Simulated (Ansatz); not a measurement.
**KPt: how the settings move a single-point run**

Question: which choices in the input matter for KPt?

Computed with Ansatz 0.2.0 (reference: DFT, LDA, PAW with Ansatz's default frozen-core files, scalar-relativistic, unless a step's input says otherwise).

## 1. The starting structure

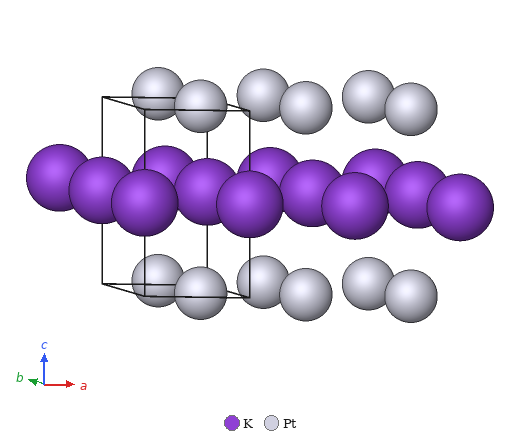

The starting structure, seen slightly off an axis (potassium purple, platinum light grey). 3×2×1 cells are drawn. Atoms on the faces are drawn again on the opposite ones.

As a file:

```cif
data_structure
_symmetry_space_group_name_H-M 'P 1'
_symmetry_Int_Tables_number 1
_cell_length_a 3.0008
_cell_length_b 3.0008
_cell_length_c 5.3456
_cell_angle_alpha 90.000
_cell_angle_beta 90.000
_cell_angle_gamma 120.000
_cell_volume 41.69
loop_
_atom_site_label
_atom_site_type_symbol
_atom_site_fract_x
_atom_site_fract_y
_atom_site_fract_z
_atom_site_occupancy
K1 K 0.00000 0.00000 0.50000 1
Pt1 Pt 0.66667 0.33333 0.00000 1
```

## 2. Reference

input.yaml

```yaml
crystal:
  lattice:
    - [3.0008472788, 0.0, 0.0]
    - [-1.5004236394, 2.5988099763, 0.0]
    - [0.0, 0.0, 5.345578]
  atoms:
    - { symbol: K, position: [0.0, 0.0, 0.5] }
    - { symbol: Pt, position: [0.6666666667, 0.3333333333, 0.0], spin: 0.6 }
magnetization:
  spin_polarized: true
kpoints:
  mp_grid: { grid: [11, 11, 6] }
scf:
  occupations: { method: fermi_dirac, width: 0.08 }
  lower_state_search: "off"
hamiltonian:
  xc: lda
  pseudopotentials: { kind: paw }
output:
  forces: true
  stress: true
  eigenvalues: true
  populations: true
  dos: { projected: true, de: 0.1, e_range: [-8, 5] }
  write_density: true
  write_potential: true
  elf: true
  volumetric_format: npy
```

On the command line:

```bash
ansatz run input.yaml --threads 1 --pin off --max-ram 3072MiB --backend cpu --events-out ev --progress --plain --runs-dir out
```

From the output:

```text
[...]
Basis set: ecut = 420 eV, 785 PW (Γ)
[...]
Magnetic group: BNS 187.209 (UNI 1439), of the structure as read, at distance tolerance 3.5e-5 Å
k-points: 64 of 726 (time reversal used)
[...]
SCF iter   1: F=—  HF=-13749.134967 eV  |F-HF|=—  |Δ(HF+E_count)|=         —  Δρ=1.57e-1 (↑1.57e-1 ↓1.36e-1)  dr2=1.08e2  dr2_m=7.69e-2  M=0.331 μB ∫|m|=0.338 μB  β_m=0.30  ethr=3.10e-3  ⟨swp⟩=6.9  Hψ=12993  notcnv=0
preconditioner: auto → Kerker (q_TF=auto, 2.538 Å⁻¹)  [metal: Δε(μ)=0.013 eV  Ē_g=10.164 eV  σ=0.080 eV  W_gap=0.04  n_scr=10 (ndim 8)  ℏωp=23.7 eV  f_vac=0.000  D(μ)=3.82/eV (n_scr^D=36)]
[...]
SCF iter   2: F=—  HF=-13740.968783 eV  |F-HF|=—  |Δ(HF+E_count)|=    8.17e0  Δρ=2.81e-2 (↑2.81e-2 ↓2.20e-2)  dr2=1.88e0  dr2_m=7.09e-2  M=0.129 μB ∫|m|=0.175 μB  β_m=0.30  ethr=3.10e-3  ⟨swp⟩=2.8  Hψ=5750  notcnv=0
[...]
SCF iter  13: F=-13740.776754 eV  HF=-13740.776754 eV  |F-HF|=2.91e-11  |Δ(HF+E_count)|=   1.45e-8  Δρ=1.46e-6 (↑1.46e-6 ↓1.36e-6)  dr2=1.67e-9  dr2_m=3.84e-10  M=-0.000 μB ∫|m|=0.000 μB  β_m=0.98  ethr=3.70e-10  ⟨swp⟩=8.1  Hψ=13882  notcnv=0
SCF iter  14: F=-13740.776754 eV  HF=-13740.776754 eV  |F-HF|=5.28e-11  |Δ(HF+E_count)|=  4.22e-10  Δρ=3.24e-7 (↑3.24e-7 ↓3.21e-7)  dr2=2.08e-10  dr2_m=1.43e-12  M=0.000 μB ∫|m|=0.000 μB  ethr=6.20e-12  ⟨swp⟩=4.2  Hψ=10261  notcnv=0
[...]
SCF converged after 14 iterations
Magnetization: 0.0000 μB (13.5000 up, 13.5000 down)
[...]
Free energy (F): -13740.776754 eV
[...]
E sigma→0 (E₀):  -13740.771196 eV
[...]
Fermi energy:    12.775209 eV
[...]
  P = ⅓ Tr σ = -7.0781 GPa (-70.781 kbar)
[...]
```

Wall time 18 s (1 thread of Arm Neoverse V1, shared host); peak memory 0.36 GiB.

## 3. Variant: lower_state_search light

Changes to input.yaml since step 2:

```diff
@@ -14,3 +14,3 @@
   occupations: { method: fermi_dirac, width: 0.08 }
-  lower_state_search: "off"
+  lower_state_search: light
 hamiltonian:
@@ -22,7 +22 @@
   eigenvalues: true
-  populations: true
-  dos: { projected: true, de: 0.1, e_range: [-8, 5] }
-  write_density: true
-  write_potential: true
-  elf: true
-  volumetric_format: npy
```

On the command line:

```bash
ansatz run input.yaml --threads 1 --pin off --max-ram 3072MiB --backend cpu --events-out ev --progress --plain --runs-dir out
```

What it wrote:

```text
Engine: ansatz 0.2.0
Pseudopotentials: kind: paw
Pseudopotential: K, paw, valence charge 9, recommended cutoff 420 eV (normal)
Pseudopotential: Pt, paw, valence charge 18, recommended cutoff 420 eV (normal)
Functional definition: SPW92
  exchange = slater_x
  correlation = pw_c
Crystal: 2 atoms, lattice volume = 41.688 Å³
Basis set: ecut = 420 eV, 785 PW (Γ)
Bands: 18, of which v1, the nominal top of the filled ones, is band 14 counted from 1 (13 counted from 0)
Symmetry: 12 space group operations
Space group: P-6m2 (ITA 187), of the structure as read, at distance tolerance 3.5e-5 Å
Magnetic group: BNS 187.209 (UNI 1439), of the structure as read, at distance tolerance 3.5e-5 Å
k-points: 64 of 726 (time reversal used)
Non-local potential: K, projectors of the file, l = 0: 3, l = 1: 2, l = 2: 2
Non-local potential: Pt, projectors of the file, l = 0: 3, l = 1: 2, l = 2: 2, l = 3: 1
PAW form: soft (Blöchl's): semilocal exchange-correlation on the pseudo side does not see the compensation charge
PAW frozen core: K, regenerated for the run's functional, and the local potential with it (the file was generated under x = pbe(κ = 0.804, μ = 0.2195149727645171), c = pbe(β = 0.06672455060314922))
PAW frozen core: Pt, regenerated for the run's functional, and the local potential with it (the file was generated under x = pbe(κ = 0.804, μ = 0.2195149727645171), c = pbe(β = 0.06672455060314922))
PAW one-centre angular grid: K, 110 points (default); XC on 64 Gauss nodes
PAW one-centre angular grid: Pt, 590 points (default); XC on 64 Gauss nodes
Initial density: superposition of atomic densities (chi_scale 0.1, normalization cell, long waves kept (reshape's long-wave potential 0.01 eV rms))
Starting moments: Σ|m| = 0.6 μB on 1 of 2 sites
Initial wavefunctions: pseudopotential atomic-orbital guess
Functional: x = slater, c = lda
SCF iter   1: F=—  HF=-13742.802287 eV  |F-HF|=—  |Δ(HF+E_count)|=         —  Δρ=9.51e-2 (↑9.51e-2 ↓6.80e-2)  dr2=2.63e1  dr2_m=9.74e-2  M=0.033 μB ∫|m|=0.059 μB  β_m=0.30  ethr=3.10e-3  ⟨swp⟩=6.9  Hψ=12984  notcnv=0
Mixer restart at iter 1: flushing history
preconditioner: auto → Kerker (q_TF=auto, 2.538 Å⁻¹)  [metal: Δε(μ)=0.011 eV  Ē_g=10.328 eV  σ=0.080 eV  W_gap=0.03  n_scr=10 (ndim 8)  ℏωp=23.7 eV  f_vac=0.000  D(μ)=1.24/eV (n_scr^D=2)]
spin=Collinear: Kerker preconditioning applied to the charge; magnetization (m = ρ↑ − ρ↓) channel mixes plain (no charge-response kernel on spin).
SCF iter   2: F=—  HF=-13742.068221 eV  |F-HF|=—  |Δ(HF+E_count)|=   7.34e-1  Δρ=5.65e-2 (↑5.65e-2 ↓3.75e-2)  dr2=1.04e1  dr2_m=5.05e-2  M=0.031 μB ∫|m|=0.041 μB  β_m=0.50  ethr=3.10e-3  ⟨swp⟩=2.0  Hψ=5504  notcnv=0
SCF iter   3: F=—  HF=-13740.570164 eV  |F-HF|=—  |Δ(HF+E_count)|=    1.50e0  Δρ=1.35e-2 (↑1.17e-2 ↓1.35e-2)  dr2=3.93e-1  dr2_m=3.69e-3  M=0.005 μB ∫|m|=0.007 μB  β_m=0.75  ethr=3.10e-3  ⟨swp⟩=3.2  Hψ=5800  notcnv=0
SCF iter   4: F=—  HF=-13740.767618 eV  |F-HF|=—  |Δ(HF+E_count)|=   1.97e-1  Δρ=3.22e-3 (↑3.22e-3 ↓3.22e-3)  dr2=2.05e-2  dr2_m=9.06e-5  M=-0.001 μB ∫|m|=0.001 μB  β_m=0.84  ethr=1.46e-3  ⟨swp⟩=2.1  Hψ=5221  notcnv=0
SCF iter   5: F=—  HF=-13740.776911 eV  |F-HF|=—  |Δ(HF+E_count)|=   9.29e-3  Δρ=1.39e-3 (↑1.39e-3 ↓1.36e-3)  dr2=3.98e-3  dr2_m=1.23e-6  M=-0.000 μB ∫|m|=0.000 μB  β_m=0.92  ethr=7.58e-5  ⟨swp⟩=2.0  Hψ=2999  notcnv=0
SCF iter   6: F=—  HF=-13740.776522 eV  |F-HF|=—  |Δ(HF+E_count)|=   3.90e-4  Δρ=3.85e-4 (↑3.85e-4 ↓3.80e-4)  dr2=3.87e-4  dr2_m=2.24e-7  M=0.000 μB ∫|m|=0.000 μB  β_m=0.96  ethr=1.48e-5  ⟨swp⟩=2.0  Hψ=3024  notcnv=0
SCF iter   7: F=—  HF=-13740.776769 eV  |F-HF|=—  |Δ(HF+E_count)|=   2.47e-4  Δρ=1.25e-4 (↑1.18e-4 ↓1.25e-4)  dr2=8.66e-5  dr2_m=1.58e-8  M=-0.000 μB ∫|m|=0.000 μB  β_m=0.98  ethr=1.43e-6  ⟨swp⟩=2.0  Hψ=2977  notcnv=0
SCF iter   8: F=—  HF=-13740.776756 eV  |F-HF|=—  |Δ(HF+E_count)|=   1.32e-5  Δρ=5.91e-5 (↑5.30e-5 ↓5.91e-5)  dr2=1.28e-5  dr2_m=5.58e-9  M=-0.000 μB ∫|m|=0.000 μB  β_m=0.99  ethr=3.21e-7  ⟨swp⟩=1.9  Hψ=2540  notcnv=0
SCF iter   9: F=—  HF=-13740.776754 eV  |F-HF|=—  |Δ(HF+E_count)|=   2.22e-6  Δρ=1.01e-5 (↑1.01e-5 ↓9.35e-6)  dr2=1.59e-7  dr2_m=2.22e-10  M=-0.000 μB ∫|m|=0.000 μB  β_m=0.99  ethr=4.75e-8  ⟨swp⟩=2.0  Hψ=2895  notcnv=0
SCF iter  10: F=—  HF=-13740.776754 eV  |F-HF|=—  |Δ(HF+E_count)|=   2.57e-8  Δρ=2.84e-6 (↑2.52e-6 ↓2.84e-6)  dr2=2.62e-8  dr2_m=2.39e-11  M=0.000 μB ∫|m|=0.000 μB  β_m=1.00  ethr=5.88e-10  ⟨swp⟩=2.1  Hψ=3400  notcnv=0
SCF iter  11: F=-13740.776754 eV  HF=-13740.776754 eV  |F-HF|=1.74e-9  |Δ(HF+E_count)|=   2.94e-9  Δρ=9.43e-7 (↑9.43e-7 ↓9.27e-7)  dr2=2.19e-9  dr2_m=3.71e-14  M=0.000 μB ∫|m|=0.000 μB  ethr=9.70e-11  ⟨swp⟩=2.0  Hψ=6564  notcnv=0
SCF 1 converged in 11 iterations: F = -13740.776754 eV  dr2 = 2.19e-9
WARN: the starting moments were not kept: the SCF closed with an absolute magnetisation of 1.7e-7 μB, where they sum to 0.6 μB in size (1 site). That is at most 0.1 of that sum. Measured as dr2_m measures the in/out step, that magnetisation stands 7.5e-15 eV from none, at or under the dr2_threshold of 1.0e-7 eV: it is no larger than a step whose dr2_m would equal this threshold. The system may hold no moment; this SCF shows only that its start led to no more than that. To try another start: raise the starting moments (crystal.atoms[].spin, magnetization.per_species, magnetization.initial_magnetization, or on a non-collinear deck that types none of these the spinor_matrix: blocks that start its atoms; where the total moment is fixed, keep their sum and leave initial_magnetization as it is; typed ones take the place of any that the run laid by itself, positive ones on a crystal's lanthanoids without a Hubbard term where scf.initial_density.shell_occupations: [] is typed) or, if the notice of its spin-set hold's release reads "site moments contracting" or "site moments show no strong build", lengthen the hold (scf.mixing.spin_hold: { on: { confirm: 4 } }; for m-r²SCAN on two components see the key's manual first). Each may lead to a state that holds a moment. A second SCF, from the converged charge density, with the starting moments and any scf.initial_density.shell_occupations laid on it anew, would have followed, and was not run: the deck does not ask for one (magnetization.retry_lost_moments is false, the default). To let it run, set magnetization.retry_lost_moments: true and run the deck again, where that key's refused combinations let it; where memory then withholds it, that run's warning says so.
SCF converged after 11 iterations
Magnetization: 0.0000 μB (13.5000 up, 13.5000 down)
Absolute magnetization: 0.0000 μB (∫|ρ↑−ρ↓|, with the PAW one-centre terms)
Spin contamination: 0.0000 ħ² per cell (⟨S²⟩ above its minimum at these occupations)
Per-site moments (μB) at R_I (Å): [(-7.805408099837024e-9, 1.2378495025006646), (7.931684231725798e-8, 1.2378495025006646)]
Free energy (F): -13740.776754 eV
Harris-Foulkes:  -13740.776754 eV  (|F-HF|=1.74e-9)
Internal energy: -13740.765638 eV  (E = F + TS)
E sigma→0 (E₀):  -13740.771196 eV
Entropy (-TS):   -0.011115 eV (-5.558 meV/atom)
Fermi energy:    12.775233 eV
--- Per-component energies (eV) ---
  E_band       = -342.908116
  E_kinetic    = 892.812621
  E_local      = -2730.287310  (includes V_loc(G=0)·N_el)
  E_nonlocal   = 223.864627
  E_hartree    = 1031.580969
  E_xc         = -392.885144
  E_vxc        = -465.639021  (∫ρ·V_xc dr)
  E_paw        = -9921.032573  (= ΣΔE_a)
  E_vpaw       = -326.823634  (= ΣTr[D̂ρ^β])
  E_aug_tail   = 0.000165  (compensation charges beyond the density's cutoff)
  E_ewald      = -2845.540363
  E_core_change = 0.721369  (= ΣΔE_core)
  E_smearing   = -0.011115  (= −TS)
  E_closure    = 0.000000  (closes the sum)
  Σ components = -13740.776754   (vs F -13740.776754, Δ=0.00e0)
--- Forces (eV/Å), atoms counted from 1 ---
  atom   1  K      0.00000000    -0.00000000     0.00000000
  atom   2  Pt    -0.00000000    -0.00000000     0.00000000
  max |Σ_I F_I| component: 2.83e-17 eV/Å
--- Stress (GPa, compression-positive) ---
       -7.667947       0.000000       0.000000
       -0.000000      -7.667947       0.000000
        0.000000       0.000000      -5.898258
  P = ⅓ Tr σ = -7.0781 GPa (-70.781 kbar)
--- Band table (eV; the first three rows and the last of 128) ---
  k-point 0 ↑: bands = ["-84.9084", "-38.9746", "-38.9746", "-38.9470", "-19.1205", "-2.5982", "-1.6248", "-1.6248", "6.3397", "9.4817", "10.4624", "10.4624", "11.8469", "11.8469", "14.4589", "14.5712", "18.4087", "18.4087"]
  k-point 1 ↑: bands = ["-84.9084", "-38.9746", "-38.9746", "-38.9470", "-19.1197", "-2.6232", "-1.6248", "-1.6248", "6.4809", "9.5856", "10.4588", "10.4588", "11.8459", "11.8459", "13.3860", "15.2223", "18.4417", "18.4417"]
  k-point 2 ↑: bands = ["-84.9084", "-38.9746", "-38.9746", "-38.9470", "-19.1181", "-2.6724", "-1.6250", "-1.6250", "6.7763", "9.9344", "10.4518", "10.4518", "11.8436", "11.8436", "12.1211", "15.5153", "18.5115", "18.5115"]
  k-point 63 ↓: bands = ["-84.9011", "-39.0902", "-39.0625", "-38.9275", "-18.5570", "-3.4626", "-3.0202", "-2.0278", "9.8392", "9.9257", "10.4136", "10.4389", "10.6640", "15.0464", "15.8949", "16.1039", "17.3828", "18.9180"]
```

Wall time 12 s (1 thread of Arm Neoverse V1, shared host); peak memory 0.37 GiB.

The changed input (search for lower states) leaves the energy the same to the digits printed.

## 4. Comparison

| run | ending | energy change | pressure (GPa) | gap (eV) | force (eV/Å) | cycles | time |
| --- | --- | --- | --- | --- | --- | --- | --- |
| reference | converged | 0 | -7.1 | 0.00 | 0.00 | 14 | 18 s |
| 1: lower_state_search light | converged | 0.0 meV/atom | -7.1 | 0.00 | 0.00 | 11 | 12 s |

Times don't compare one to one where runs were asked for different outputs or read a saved state (see the inputs); cycles may leave out searches for a lower state.

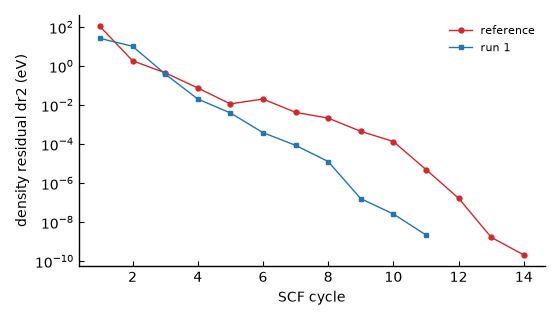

Residual by cycle in the longest SCF loop of each run; runs are numbered as in the table.

**Reading.** The changed input (search for lower states) leaves the energy the same to the digits printed.
